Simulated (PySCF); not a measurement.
# IrSH₂: sextet, from a trigonal planar start

The task is one start of a wider search on IrSH₂: the sextet, from a trigonal planar start. It is relaxed, tested by its Hessian and followed downhill if it is a saddle.

Program: PySCF 2.14.0. Level of theory: PBE0, basis Ir def2-TZVP with ECP60, S def2-TZVP, H def2-TZVP, scalar-relativistic core potentials, no spin–orbit coupling, density fitting. These are calculated values, not measurements.

### 1 The system as given

4 atoms, charge 0, spin multiplicity 6.

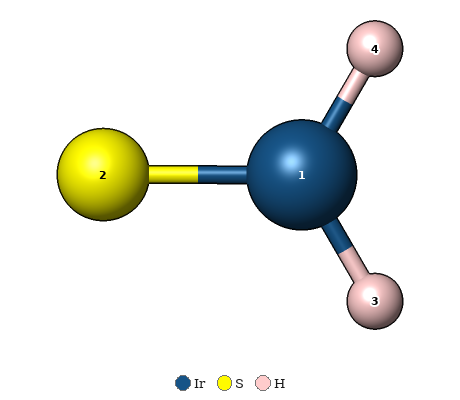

As it starts; iridium blue, sulfur yellow, hydrogen pink; atoms are numbered from 1 in the order of the file.

Coordinates in bohr (charge 0 multiplicity 6):
```
Ir    0.0000    0.0000    0.0000
S    -1.9748   -3.4204    0.0000
H     2.9102    0.0000    0.0000
H    -1.4551    2.5203    0.0000
```

### 2 Finding the electronic state

One driver script runs all steps and calls PySCF; scf.py shows how it sets up the SCF of each step. The optimiser is the driver's own. After this first run the driver tries any further starts and a stability analysis.

scf.py

```python
from pyscf import gto, scf, dft
mol = gto.M(atom='''
Ir     0.000000     0.000000     0.000000
S     -1.045000    -1.810000     0.000000
H      1.540000     0.000000     0.000000
H     -0.770000     1.333700     0.000000''',
    basis={'Ir': 'def2-TZVP', 'S': 'def2-TZVP', 'H': 'def2-TZVP'},
    ecp={'Ir': 'def2-TZVP'},
    charge=0, spin=5)
mf = dft.UKS(mol, xc='PBE0')
mf.grids.atom_grid = (50, 194)
aux = {'Ir': 'def2-universal-JKFIT', 'S': 'def2-universal-JKFIT', 'H': 'def2-universal-JKFIT'}
mf = mf.density_fit(auxbasis=aux)
mf.conv_tol = 1e-08
mf.diis_space = 10
mf.max_cycle = 60
mf.init_guess = 'minao'
mf.verbose = 4
mf.kernel()
```

Started as:

```console
OMP_NUM_THREADS=2 python axn.py task.json out
```

The program printed:

```text
init E= -486.703200370033
[... the frontier-level lines of each cycle are left out ...]
cycle= 1 E= -503.104095203798  delta_E= -16.4  |g|= 0.774  |ddm|= 6.02
cycle= 2 E= -500.346758054129  delta_E= 2.76  |g|= 2.41  |ddm|=  2.5
cycle= 3 E= -503.426955662487  delta_E= -3.08  |g|= 0.137  |ddm|= 2.08
cycle= 4 E= -503.426051610017  delta_E= 0.000904  |g|= 0.148  |ddm|= 0.198
cycle= 5 E= -503.435915911553  delta_E= -0.00986  |g|= 0.0622  |ddm|= 0.095
cycle= 6 E= -503.437914590466  delta_E= -0.002  |g|= 0.0165  |ddm|= 0.0585
cycle= 7 E= -503.438075104367  delta_E= -0.000161  |g|= 0.0028  |ddm|= 0.023
cycle= 8 E= -503.438083008718  delta_E= -7.9e-06  |g|= 0.00107  |ddm|= 0.00389
cycle= 9 E= -503.438085026007  delta_E= -2.02e-06  |g|= 0.000369  |ddm|= 0.00275
cycle= 10 E= -503.438085226875  delta_E= -2.01e-07  |g|= 0.000125  |ddm|= 0.000941
cycle= 11 E= -503.438085243262  delta_E= -1.64e-08  |g|= 1.75e-05  |ddm|= 0.000257
cycle= 12 E= -503.438085243843  delta_E= -5.81e-10  |g|= 3.89e-06  |ddm|= 5.8e-05
Extra cycle  E= -503.438085243847  delta_E= -4.55e-12  |g|= 5.66e-06  |ddm|= 9.12e-06
converged SCF energy = -503.438085243847  <S^2> = 8.7576951  2S+1 = 6.0025645
```

This step, with its further starts and checks, ran for 14 s (2 threads of Arm Neoverse V2, shared host).

Energies from each starting density:

```csv
start,energy (Eh)
the minimal-basis guess,-503.438085
a thermally smeared density,-503.428832
a smeared PBE density,-503.438085
```

The test of internal stability and the other starts found no lower solution of this spin.

### 3 Trigonal planar start, sextet: relaxation

The program finds C2v symmetry in the start, which this walk keeps. The walk stops when the largest gradient is under 0.0003 Eh/bohr and the energy has settled too.

scf.py: that of step 2 with these lines changed.

```diff
@@ -3,4 +3,4 @@
-Ir     0.000000     0.000000     0.000000
-S     -1.045000    -1.810000     0.000000
-H      1.540000     0.000000     0.000000
-H     -0.770000     1.333700     0.000000''',
+Ir     0.143797     0.249064     0.000000
+S     -0.901207    -1.560934     0.000000
+H      1.683806     0.249068     0.000000
+H     -0.626202     1.582754     0.000000''',
@@ -17 +16,0 @@
-mf.init_guess = 'minao'
```

Energy and gradient, step by step:

```csv
step,energy (Eh),change (kJ/mol),largest symmetric gradient (Eh/bohr)
0,-503.438085,0.00,0.06827
1,-503.458819,-54.44,0.01681
2,-503.461573,-61.67,0.00441
3,-503.461950,-62.66,0.00236
4,-503.461993,-62.77,0.00166
5,-503.462027,-62.86,0.00098
6,-503.462034,-62.88,0.00034
7,-503.462035,-62.88,0.00009
```

The walk took 15 s.

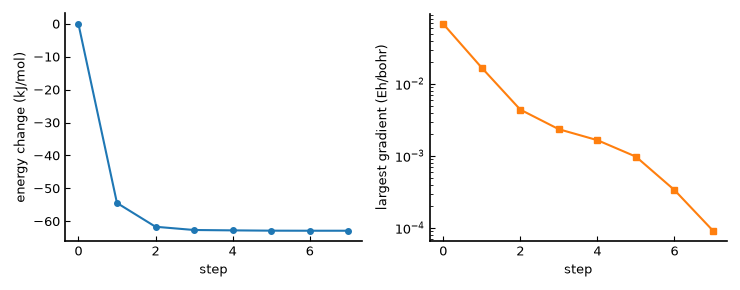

How energy and gradient fall.

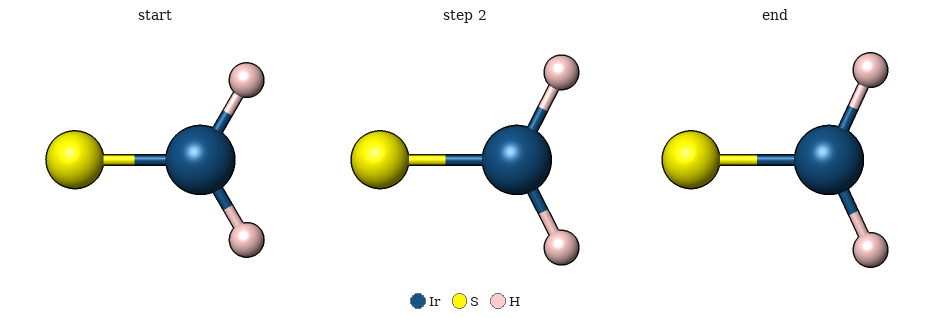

Start and end of the relaxation, with a step between.

It settles in C2v symmetry, 62.9 kJ/mol below the start, after 7 steps: Ir–H 1.653 Å (×2), Ir–S 2.297 Å; H–Ir–H 130.6°, H–Ir–S 114.7° (×2).

### 4 Is it a minimum? Harmonic modes

The point is checked on the finer grid, and tightened if its gradient asks for it. The Hessian and the dipole derivatives come from central differences of analytic gradients, with steps of 0.02 bohr.

scf.py: that of step 3 with these lines changed.

```diff
@@ -3,4 +3,4 @@
-Ir     0.143797     0.249064     0.000000
-S     -0.901207    -1.560934     0.000000
-H      1.683806     0.249068     0.000000
-H     -0.626202     1.582754     0.000000''',
+Ir     0.158742     0.274948     0.000000
+S     -0.989851    -1.714469     0.000000
+H      1.804985     0.122345     0.000000
+H     -0.796536     1.624337     0.000000''',
@@ -11 +11 @@
-mf.grids.atom_grid = (50, 194)
+mf.grids.atom_grid = (75, 302)
@@ -14 +14 @@
-mf.conv_tol = 1e-08
+mf.conv_tol = 1e-10
```

The driver hands on the density of the step before, so the log starts near convergence.

Log of the central SCF (cycles and frontier levels):

```text
init E= -503.46204782736
[... the frontier-level lines of each cycle are left out ...]
cycle= 1 E= -503.462047827342  delta_E= 1.84e-11  |g|= 7.13e-06  |ddm|= 7.42e-06
Extra cycle  E= -503.462047827178  delta_E= 1.64e-10  |g|= 1.95e-05  |ddm|= 1.97e-05
converged SCF energy = -503.462047827178  <S^2> = 8.7591907  2S+1 = 6.0030628
```

The whole step took 44 s.

Geometry: C2v; Ir–H 1.653 Å (×2), Ir–S 2.297 Å; H–Ir–H 130.6°, H–Ir–S 114.7° (×2).

Modes, for the most abundant isotopes:

```json
{"symmetry": "b1", "ω (cm⁻¹)": "699i", "IR (km/mol)": "118", "μ (u)": "1.03", "type": "bend"}
{"symmetry": "a1", "ω (cm⁻¹)": "334", "IR (km/mol)": "1.3", "μ (u)": "35.03", "type": "stretch"}
{"symmetry": "b2", "ω (cm⁻¹)": "406", "IR (km/mol)": "30.1", "μ (u)": "1.05", "type": "bend"}
{"symmetry": "a1", "ω (cm⁻¹)": "753", "IR (km/mol)": "25.2", "μ (u)": "1.02", "type": "bend"}
{"symmetry": "b2", "ω (cm⁻¹)": "1804", "IR (km/mol)": "13.7", "μ (u)": "1.02", "type": "stretch"}
{"symmetry": "a1", "ω (cm⁻¹)": "1961", "IR (km/mol)": "0.3", "μ (u)": "1.01", "type": "stretch"}
```

1 mode is imaginary, the largest at 699i cm⁻¹: a saddle point, not a minimum.

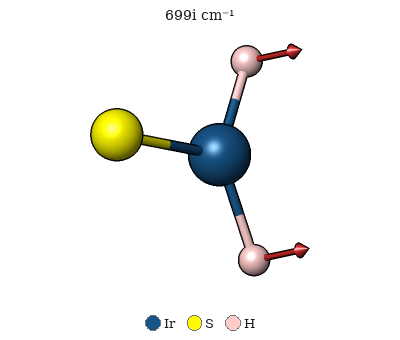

The imaginary mode, as arrows.

Properties at this point:

* Dipole moment: 0.56 D
* Highest occupied level: -6.07 eV
* Lowest empty level: -5.42 eV
* Rotational constants: 3.707, 0.1148, 0.1114 cm⁻¹
* Zero-point energy (real modes): 31.5 kJ/mol
* Principal polarisabilities: 39.8, 59.0, 95.2 bohr³
* Atomisation energy without zero-point energy: 690 kJ/mol
* Principal traceless quadrupole moments about the centre of mass: -1.79, -1.46, 3.25 D Å
* Spin squared ⟨S²⟩: 8.759

Populations by atom (charges in e):

```json
{"atom": "Ir1", "Mulliken": "0.36", "Löwdin": "0.04", "polar tensor": "0.44", "spin (Mulliken)": "2.67", "Mayer order to Ir1": "–"}
{"atom": "S2", "Mulliken": "-0.16", "Löwdin": "0.15", "polar tensor": "-0.12", "spin (Mulliken)": "1.69", "Mayer order to Ir1": "1.25"}
{"atom": "H3,4", "Mulliken": "-0.10", "Löwdin": "-0.09", "polar tensor": "-0.16", "spin (Mulliken)": "0.32", "Mayer order to Ir1": "0.88"}
```

Outer orbital energies (eV). α occupied: -11.58, -10.84, -9.83, -9.67, -9.23, -8.32, -6.70, -6.07; empty: -0.74, 0.91, 2.11, 2.84. β occupied: -56.37, -56.31, -18.73, -10.71, -9.85, -9.78, -8.47, -8.06; empty: -5.42, -4.32, -4.30, -2.89.

Mulliken populations on Ir1 (outside its core potential): s 2.84, p 6.39, d 7.39, f 0.01.

### 5 Downhill along the imaginary mode

The start is the last point, displaced along its most imaginary mode.

The program finds Cs symmetry in the start, which this walk keeps.

scf.py: that of step 4 with these lines changed.

```diff
@@ -3,4 +3,4 @@
-Ir     0.158742     0.274948     0.000000
-S     -0.989851    -1.714469     0.000000
-H      1.804985     0.122345     0.000000
-H     -0.796536     1.624337     0.000000''',
+Ir     0.158742     0.274948    -0.001631
+S     -0.989851    -1.714469     0.002276
+H      1.804985     0.122345     0.120000
+H     -0.796536     1.624337     0.120000''',
@@ -11 +11 @@
-mf.grids.atom_grid = (75, 302)
+mf.grids.atom_grid = (50, 194)
@@ -14 +14 @@
-mf.conv_tol = 1e-10
+mf.conv_tol = 1e-08
```

Steps of the walk:

| step | energy (Eh) | change (kJ/mol) | largest symmetric gradient (Eh/bohr) |
| --- | --- | --- | --- |
| 0 | -503.462946 | 0.00 | 0.00972 |
| 1 | -503.469132 | -16.24 | 0.02391 |
| 2 | -503.470389 | -19.54 | 0.02359 |
| 3 | -503.473446 | -27.57 | 0.01310 |
| 4 | -503.475451 | -32.83 | 0.01085 |
| 5 | -503.476106 | -34.55 | 0.00978 |
| 6 | -503.477050 | -37.03 | 0.00238 |
| 7 | -503.477130 | -37.24 | 0.00151 |
| 8 | -503.477160 | -37.32 | 0.00016 |
| 9 | -503.477161 | -37.32 | 0.00009 |

The walk took 25 s.

Positions (Å) and forces (eV/Å) along the way:

```
step 0
Ir   0.159   0.275  -0.002  -0.022  -0.046  -0.500
S   -0.990  -1.714   0.002   0.099   0.180   0.122
H    1.805   0.122   0.120  -0.068  -0.049   0.189
H   -0.797   1.624   0.120  -0.009  -0.085   0.189
step 1
Ir   0.166   0.287  -0.213  -0.323  -0.579   0.029
S   -0.980  -1.698   0.052   0.702   1.234  -0.022
H    1.788   0.113   0.201  -0.343  -0.239  -0.004
H   -0.796   1.605   0.201  -0.036  -0.417  -0.003
step 5
Ir   0.196   0.339  -0.287   0.302   0.497  -0.001
S   -0.876  -1.517   0.091  -0.160  -0.251   0.094
H    1.746  -0.018   0.218  -0.109  -0.101  -0.046
H   -0.888   1.503   0.218  -0.034  -0.145  -0.047
step 9
Ir   0.246   0.426  -0.299   0.009  -0.001   0.006
S   -0.834  -1.444   0.116  -0.008   0.003  -0.007
H    1.725  -0.113   0.212  -0.002   0.001   0.001
H   -0.960   1.438   0.212   0.002  -0.002   0.000
```

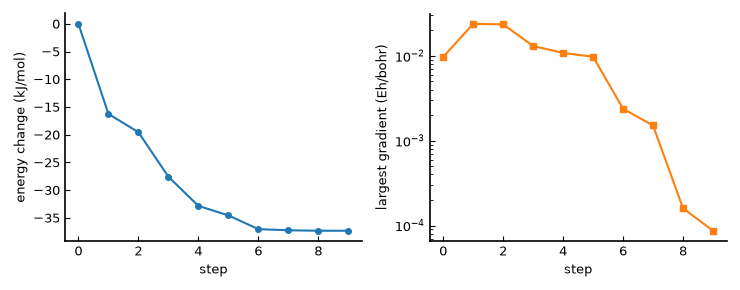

Energy and largest gradient along the walk.

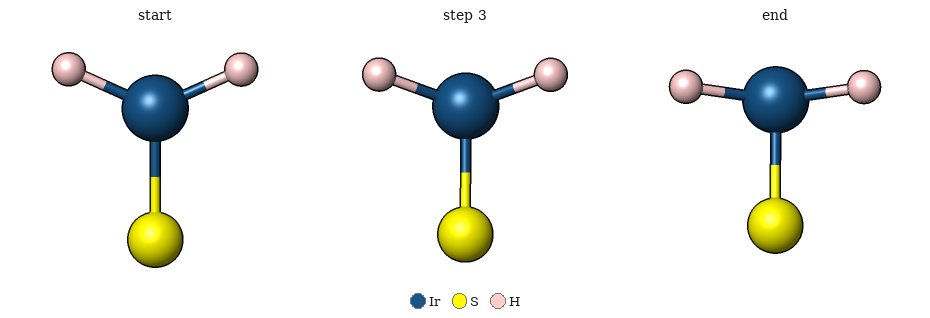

The geometry along the walk, at one scale.

After 9 steps and 37.3 kJ/mol it ends at Cs: Ir–H 1.655 Å (×2), Ir–S 2.199 Å; H–Ir–H 139.0°, H–Ir–S 96.0° (×2).

### 6 Is it a minimum? Harmonic modes

As before: finer grid, then central differences.

scf.py: that of step 5 with these lines changed.

```diff
@@ -3,4 +3,4 @@
-Ir     0.158742     0.274948    -0.001631
-S     -0.989851    -1.714469     0.002276
-H      1.804985     0.122345     0.120000
-H     -0.796536     1.624337     0.120000''',
+Ir     0.150972     0.261491    -0.063434
+S     -0.929060    -1.609177     0.351913
+H      1.629459    -0.277331     0.447791
+H     -1.054903     1.272489     0.447791''',
@@ -11 +11 @@
-mf.grids.atom_grid = (50, 194)
+mf.grids.atom_grid = (75, 302)
@@ -14 +14 @@
-mf.conv_tol = 1e-08
+mf.conv_tol = 1e-10
```

Log of the central SCF (cycles and frontier levels):

```text
init E= -503.477099643557
[... the frontier-level lines of each cycle are left out ...]
cycle= 1 E= -503.477099643556  delta_E= 1.14e-12  |g|= 3.13e-06  |ddm|= 3.69e-06
Extra cycle  E= -503.477099643505  delta_E= 5.05e-11  |g|= 1.01e-05  |ddm|= 9.06e-06
converged SCF energy = -503.477099643505  <S^2> = 8.763537  2S+1 = 6.0045106
```

The whole step ran for 54 s (2 threads of Arm Neoverse V2, shared host).

Geometry: Cs; Ir–H 1.655 Å (×2), Ir–S 2.200 Å; H–Ir–H 139.0°, H–Ir–S 95.9° (×2).

Harmonic modes (main isotopes):

```tsv
symmetry	ω (cm⁻¹)	IR (km/mol)
a'	378	4.6
a'	418	1.3
a''	514	0.0
a'	817	17.5
a''	1831	32.8
a'	2007	40.3
```

No imaginary mode, so this is a minimum.

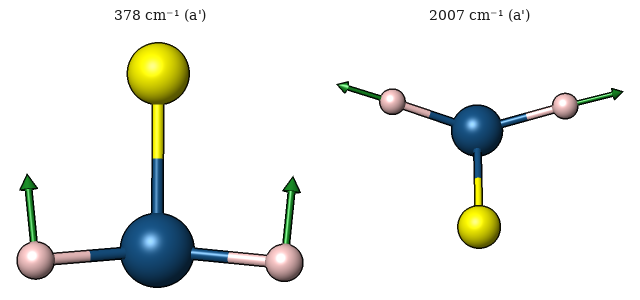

How the atoms move in 2 of the modes.

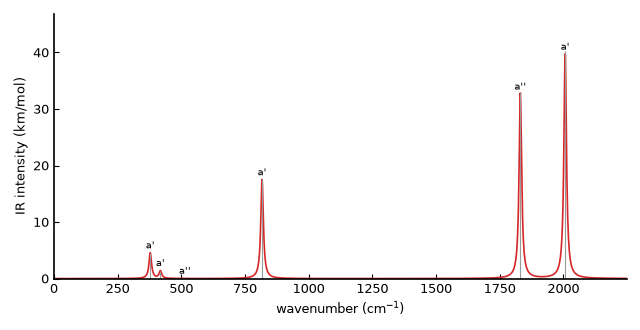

The harmonic infrared spectrum (widths in cm⁻¹). Lines are broadened to a width of 12 cm⁻¹ (Lorentzian).

Constants and moments:

* Dipole moment: 0.86 D
* Highest occupied level: -5.84 eV
* Lowest empty level: -4.86 eV
* Rotational constants: 3.092, 0.126, 0.1221 cm⁻¹
* Zero-point energy: 35.7 kJ/mol
* Principal polarisabilities: 41.4, 56.1, 91.7 bohr³
* Atomisation energy without zero-point energy: 730 kJ/mol
* Principal traceless quadrupole moments about the centre of mass: -3.19, -1.66, 4.85 D Å
* Entropy at 298.15 K and 1 bar (electronic part: spin only): 299.4 J/(mol K)
* Heat capacity Cp at 298.15 K: 53.4 J/(mol K)
* Enthalpy at 298.15 K above 0 K: 12.31 kJ/mol
* Rotational symmetry number: 1
* Spin squared ⟨S²⟩: 8.764

Populations by atom (charges in e):

```csv
atom,Mulliken,Löwdin,polar tensor,spin (Mulliken),Mayer order to Ir1
Ir1,0.38,0.05,0.22,2.80,–
S2,-0.19,0.12,-0.05,1.63,1.63
"H3,4",-0.10,-0.09,-0.09,0.28,0.89
```

Mulliken populations on Ir1 (outside its core potential): s 2.87, p 6.46, d 7.28, f 0.02.

### 7 All stationary points

| spin | group | bonds | imaginary modes (cm⁻¹) | ΔE (kJ/mol) | with zero-point energy |
| --- | --- | --- | --- | --- | --- |
| sextet | Cs | Ir–H 1.655 Å (×2), Ir–S 2.200 Å | none | 0.0 | 0.0 |
| sextet | C2v | Ir–H 1.653 Å (×2), Ir–S 2.297 Å | 699i | 39.5 | – |

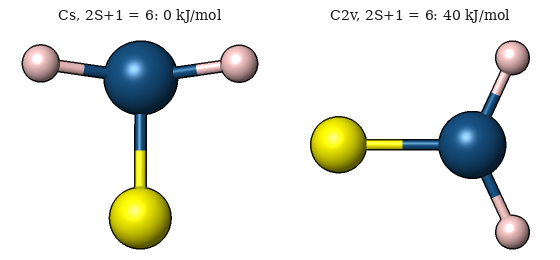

The points, lowest first (iridium blue, sulfur yellow, hydrogen pink).

### 8 Fields at the lowest minimum

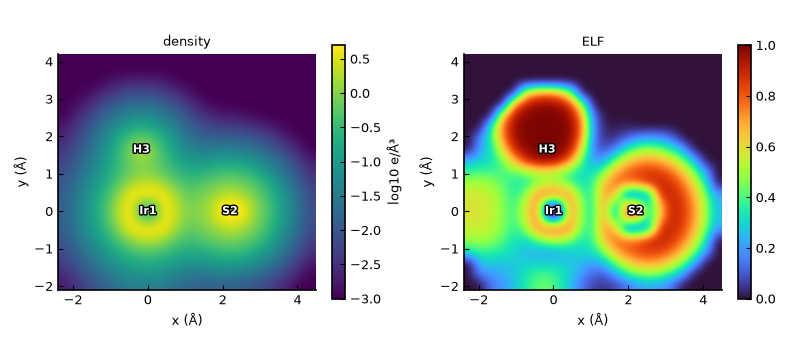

The plane holds Ir1 at (0.00, 0.00), S2 at (2.20, 0.00), H3 at (-0.17, 1.65) Å. ELF is set to 0 where the density is under 0.005 e/Å³; an orbital's overall sign is arbitrary. Electrons inside core potentials are absent.

Orbitals, density, ELF and potential are computed afterwards from the orbital file.

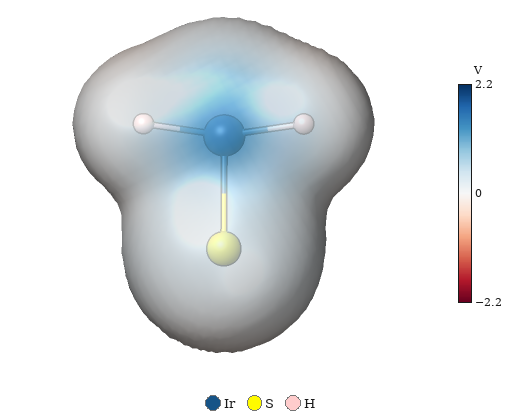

Electrostatic potential on the surface of density 0.002 e/bohr³; red is low, blue high. It runs, from the 1st to the 99th percentile, from -0.17 V near S2 to 2.20 V near Ir1.

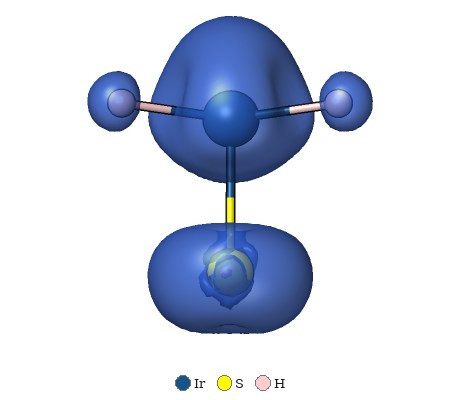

Spin density at ±0.1 e/Å³ (alpha excess blue, beta excess red).

Making the fields took 1.6 s.

### 9 Outcome

```
                                          quantity                                                              value
                                           minimum                                                         sextet, Cs
                                          geometry  Ir–H 1.655 Å (×2), Ir–S 2.200 Å; H–Ir–H 139.0°, H–Ir–S 95.9° (×2)
                                wavenumbers (cm⁻¹)     378 (a'), 418 (a'), 514 (a''), 817 (a'), 1831 (a''), 2007 (a')
                                     dipole moment                                                             0.86 D
highest occupied, lowest empty level (either spin)                                                    -5.84, -4.86 eV
                        polar-tensor charge of Ir1                                                            +0.22 e
                                 zero-point energy                                                        35.7 kJ/mol
                               entropy at 298.15 K                                                    299.4 J/(mol K)
         atomisation energy (no zero-point energy)                                                         730 kJ/mol
                                              ⟨S²⟩                                                              8.764
```

From C2v at the start the molecule goes to a Cs minimum, after a stop at a saddle point 39.5 kJ/mol higher, from which it was pushed off along an imaginary mode. The strongest infrared band lies at 2007 cm⁻¹ (a', stretch). Most of the spin sits on Ir1 (Mulliken spin 2.80, against 5 for the whole molecule). Other starts or spin states, not run here, may lie lower. One determinant may miss the lowest occupation of an open d or f shell. With an element this heavy the missing spin–orbit coupling can shift these numbers.

The search up to here took 2.5 min.
